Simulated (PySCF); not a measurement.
**C3H12BNSi2: electronic excitations**

Wanted: the electronic excitations of C3H12BNSi2 (`[SiH3]CBN[C@H]1C[SiH2]1`), by calculation.

The runs use PySCF 2.14.0, with density-fitted response routines of our own; the level of theory stands in each step. All values are computed, except where a source is named. Atoms count from 0, in the outputs and in this text.

**1. The molecule as given**

19 atoms, charge 0, multiplicity 1; geometry from: GFN2-xTB.

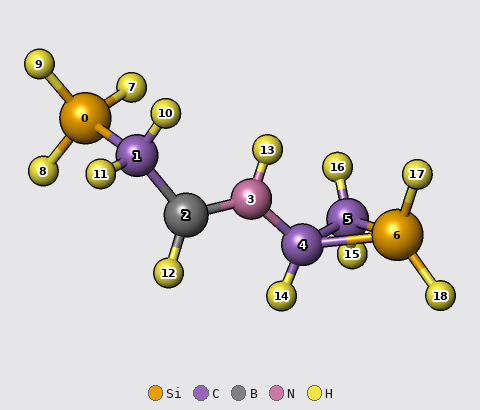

The starting geometry (silicon amber, carbon purple, boron grey, nitrogen pink, hydrogen yellow), atoms numbered.

**2. Ultraviolet spectrum: CAM-B3LYP/def2-SVPD**

The job: settings as JSON, then the geometry in Å.

```
{"job": {"kind": "uv", "xc": "CAM-B3LYP", "basis": "def2-SVPD", "nstates": 8, "ntriplets": 3}, "charge": 0, "multiplicity": 1}
Si    -3.180247     0.440555     0.414826
C     -2.075675    -1.081322     0.141696
B     -0.743723    -0.696123    -0.612498
N      0.354308    -0.277383     0.117611
C      1.626915     0.136683    -0.371808
C      2.341912     1.277599     0.365644
Si     3.253056    -0.366433     0.477771
H     -2.494280     1.422960     1.264803
H     -3.536035     1.083059    -0.853441
H     -4.416720     0.034391     1.096719
H     -1.872861    -1.522807     1.119985
H     -2.652488    -1.817706    -0.418646
H     -0.663846    -0.717795    -1.784525
H      0.307730    -0.238736     1.127020
H      1.609523     0.224491    -1.452254
H      2.715595     2.078754    -0.256352
H      1.819137     1.664038     1.231110
H      3.150441    -1.082942     1.736955
H      4.447454    -0.552036    -0.321751
```

Level: TDDFT CAM-B3LYP/def2-SVPD, vertical, gas phase, core orbitals frozen in the response.

Launch:

```sh
$ OMP_NUM_THREADS=1 python probes_run.py task.json out
```

This one command runs all jobs of the session in turn.

Log:

```text
coarse grid: 16096 points
cycle   1  E = -779.5287449212  dE =  6.739e-01  |g| = 4.281e-01  |ddm| = 6.573e+00
cycle   2  E = -779.5434229544  dE = -1.468e-02  |g| = 3.824e-01  |ddm| = 1.244e+00
cycle   3  E = -779.5810443140  dE = -3.762e-02  |g| = 5.585e-02  |ddm| = 5.685e-01
cycle   4  E = -779.5816623005  dE = -6.180e-04  |g| = 3.196e-02  |ddm| = 1.336e-01
cycle   5  E = -779.5819083926  dE = -2.461e-04  |g| = 5.121e-03  |ddm| = 5.146e-02
cycle   6  E = -779.5819152327  dE = -6.840e-06  |g| = 1.219e-03  |ddm| = 1.156e-02
final grid: 144144 points
cycle   7  E = -779.6919418300  dE = -3.053e-05  |g| = 3.887e-03  |ddm| = 8.805e-02
cycle   8  E = -779.6919417506  dE =  7.938e-08  |g| = 4.057e-03  |ddm| = 1.483e-02
cycle   9  E = -779.6919458943  dE = -4.144e-06  |g| = 3.331e-04  |ddm| = 5.747e-03
cycle  10  E = -779.6919459170  dE = -2.275e-08  |g| = 2.049e-04  |ddm| = 9.115e-04
cycle  11  E = -779.6919459276  dE = -1.061e-08  |g| = 3.568e-05  |ddm| = 3.412e-04
cycle  12  E = -779.6919459280  dE = -3.870e-10  |g| = 1.004e-05  |ddm| = 1.066e-04
converged SCF energy = -779.6919459280

Static polarisability (au): isotropic 116.232, principal 96.686 101.086 150.924

Singlet excitations
state   eV       nm        f      main configurations
  1   5.5843    222.0   0.28204   H->L 0.91
  2   5.7394    216.0   0.00140   H->L+1 0.71, H->L+4 0.18
  3   6.1988    200.0   0.09822   H->L+2 0.63, H->L+5 0.13, H->L+8 0.09
  4   6.4504    192.2   0.06353   H->L+5 0.34, H->L+4 0.19, H->L+3 0.19
  5   6.4844    191.2   0.02073   H->L+3 0.31, H->L+4 0.23, H->L+7 0.16
  6   6.5735    188.6   0.04475   H->L+4 0.24, H->L+3 0.19, H->L+5 0.18
  7   6.8939    179.8   0.04405   H-1->L 0.60
  8   6.9737    177.8   0.01205   H->L+8 0.37, H->L+10 0.12, H-1->L 0.11

Triplet excitations (Tamm-Dancoff, eV): 4.4830 5.2116 5.6249
```

Run time: 1.9 min. Hardware: 1 thread of Arm Neoverse N1, shared host; peak memory 1.2 GiB.

Frontier orbitals and where they lie:

```
orbital      eV                        atoms
 HOMO−3  -10.54   Si0 29 %, C1 25 %, H8 10 %
 HOMO−2   -9.95   C1 26 %, B2 19 %, Si0 12 %
 HOMO−1   -9.07   C5 33 %, Si6 16 %, N3 12 %
   HOMO   -7.60   C4 24 %, N3 24 %, Si6 21 %
   LUMO    0.81   Si6 28 %, C5 11 %, H18 9 %
 LUMO+1    1.08  B2 22 %, Si6 20 %, Si0 10 %
 LUMO+2    1.35  B2 16 %, Si0 16 %, Si6 15 %
```

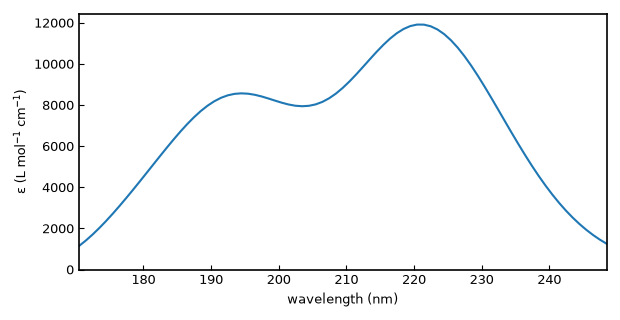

Absorption spectrum: each of the 8 states is a Gaussian band of 0.4 eV half-width at 1/e. Beyond the last state computed it falls off for lack of states.

Ground-state properties from the same run:

```
           property  computed
  dipole moment (D)      1.97
polarisability (Å³)     17.22
 HOMO–LUMO gap (eV)      8.42
      −ε(HOMO) (eV)      7.60
```

**3. Summary of results**

| quantity | value |
| --- | --- |
| lowest singlet (CAM-B3LYP/def2-SVPD) | 5.58 eV (222 nm), f = 0.282 |
| lowest triplet | 4.48 eV |

What this shows: The first singlet state (HOMO→LUMO 0.91) lies at 5.58 eV and is bright. The lowest triplet lies 1.10 eV below the lowest singlet (triplets in Tamm-Dancoff, singlets in full TDDFT).
